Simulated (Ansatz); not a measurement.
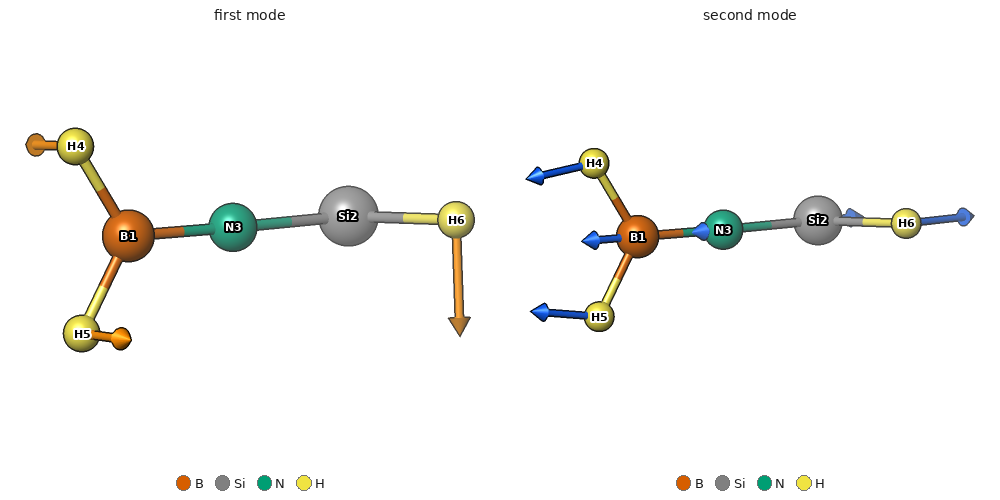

The system is BH3NSi, charge −1; the picture shows the reference structure; its two panels give the patterns of the first and the second mode as arrows. The first coordinate is: normal mode 3 (539 cm⁻¹); the second: normal mode 4 (760 cm⁻¹). Nothing is relaxed (straight displacements along the two mass-weighted modes). The scan uses a 9 × 9 grid; 52 points were computed and 29 follow by symmetry. Points are written as (first, second). Energies are in kcal/mol, from the lowest grid point. Theory: RKS PBE0-D4/def2-TZVPD in Ansatz 0.2.0.

Its coordinates:

```yaml
atoms:
  - { symbol: B, position_ang: [0.7997, -0.1621, -0.7353] }
  - { symbol: Si, position_ang: [-1.6537, -0.2911, 0.9649] }
  - { symbol: N, position_ang: [-0.2790, -0.1414, 0.0809] }
  - { symbol: H, position_ang: [1.8215, -0.7717, -0.4448] }
  - { symbol: H, position_ang: [0.8155, 0.4340, -1.8050] }
  - { symbol: H, position_ang: [-1.5041, 0.9325, 1.9393] }
```

Range: normal mode 3 (539 cm⁻¹) from −0.660 to 0.660 amu½·Å; normal mode 4 (760 cm⁻¹) from −0.531 to 0.531 amu½·Å.

Predict the map.

The lowest grid point is at (0.000 amu½·Å, 0.000 amu½·Å). It is the only kind of minimum in the scanned range. The highest grid point, (−0.660 amu½·Å, −0.531 amu½·Å), lies 14.6 kcal/mol above the lowest.

```tsv
normal mode 4 (760 cm⁻¹) ↓, normal mode 3 (539 cm⁻¹) →	−0.660	−0.495	−0.330	−0.165	0.000	0.165	0.330	0.495	0.660
0.531	11.8	9.0	7.3	6.3	6.0	6.3	7.3	9.0	11.8
0.399	9.4	6.6	4.8	3.8	3.5	3.8	4.8	6.6	9.4
0.266	7.6	4.8	3.0	1.9	1.6	1.9	3.0	4.8	7.6
0.133	6.5	3.7	1.8	0.7	0.4	0.7	1.8	3.7	6.5
0.000	6.2	3.3	1.4	0.3	0.0	0.3	1.4	3.3	6.2
−0.133	6.8	3.8	1.9	0.8	0.4	0.8	1.9	3.8	6.8
−0.266	8.3	5.3	3.3	2.2	1.9	2.2	3.3	5.3	8.3
−0.399	10.8	7.8	5.8	4.7	4.4	4.7	5.8	7.8	10.8
−0.531	14.6	11.6	9.6	8.4	8.0	8.4	9.6	11.6	14.6
```

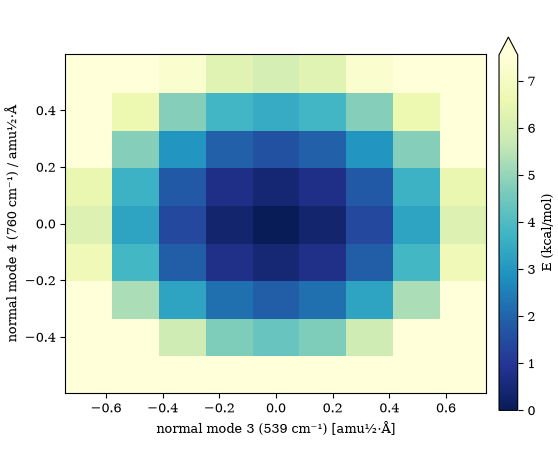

In the figure: one coloured cell a grid point, one colour for all values above the top of the scale.

Time for the 52 points that were run: 6.5 min on 1 thread of Arm Neoverse V2, with other jobs on the host.
